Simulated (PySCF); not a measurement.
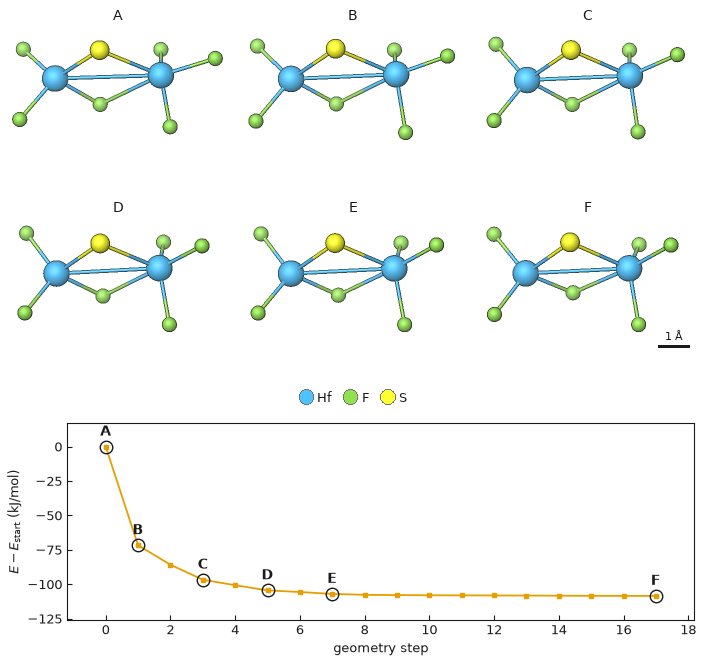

Frames of a relaxation of Hf2SF6, marked on the history of the run. A ball-and-stick model, seen at a tilt.

The start comes from GFN2-xTB. Its atoms were then displaced at random by about 0.03 Å.

The calculation used PySCF, PBE0-D3(BJ)/def2-SVP geometry optimisation, gas phase. 

What happens along the run?

An F atom moves most after the best rigid fit: 0.60 Å. Largest moves by element: F 0.60 Å, Hf 0.28 Å, S 0.08 Å. Some distances before and after: F–Hf 2.607 → 2.366 Å, F–Hf 1.742 → 1.906 Å, Hf–Hf 3.543 → 3.443 Å, F–Hf 1.824 → 1.901 Å. Among the angles between lasting bonds that change: F–Hf–S 124.6° → 98.4°, F–Hf–Hf 163.9° → 141.8°, F–Hf–F 160.4° → 174.9°. Over 17 geometry steps the energy falls by 108.4 kJ/mol. From step 0 to 1: an F atom moves most (0.19 Å), energy −71.6 kJ/mol. From step 1 to 3: an F atom moves most (0.24 Å), energy −25.0 kJ/mol. From step 3 to 5: an F atom moves most (0.22 Å), energy −7.73 kJ/mol. From step 5 to 7: an F atom moves most (0.09 Å), energy −2.59 kJ/mol. From step 7 to 17: an F atom moves most (0.12 Å), energy −1.46 kJ/mol.

```tsv
step	E − E(0), kJ/mol
0	0.00
1	-71.64
2	-85.75
3	-96.67
4	-100.64
5	-104.39
6	-105.58
7	-106.98
8	-107.61
9	-107.81
10	-107.95
11	-108.03
12	-108.09
13	-108.15
14	-108.25
15	-108.35
16	-108.40
17	-108.44
```
